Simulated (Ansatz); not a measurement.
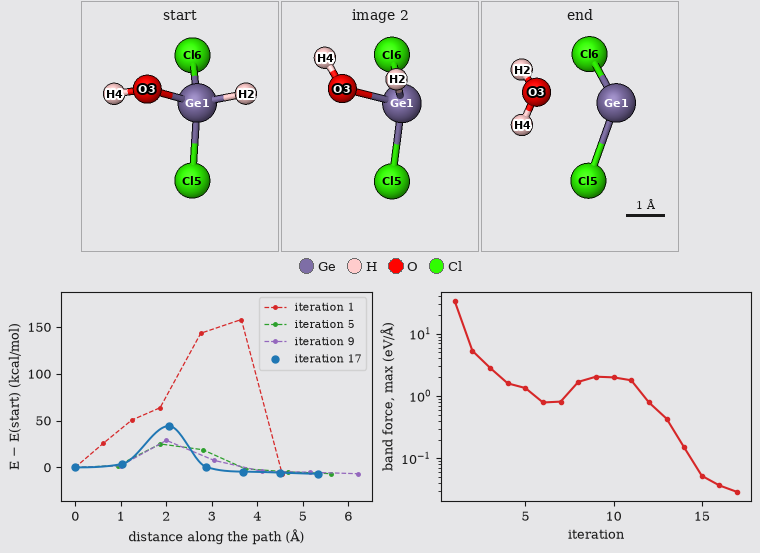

NEB run on GeH$_{2}$OCl$_{2}$. Images are numbered from 0 (start) to 6 (end). The plot follows the band through its iterations. Style: ball-and-stick. Shown at a tilt.

Level of theory: Ansatz 0.2.0, RKS BLYP/def2-SVPD. Run with 5 movable images; climbing image; force threshold 0.03 eV/Å; iteration limit 60; starting path through a guess of the saddle point.

Q: Did the band converge, and can the barrier be trusted?

A: The result is final at these settings. The band converged in 17 iterations. The largest component of the band force went from 33 to 0.029 eV/Å. The climbing image converged on the top of the path. Its vibrational analysis gives one imaginary mode (1227i cm⁻¹), as a transition state must have. The first iteration put the highest image at 158.1 kcal/mol. Forward barrier 44.2 kcal/mol, backward barrier 51.0 kcal/mol, with image 2 at the top; the reaction energy is −6.7 kcal/mol.
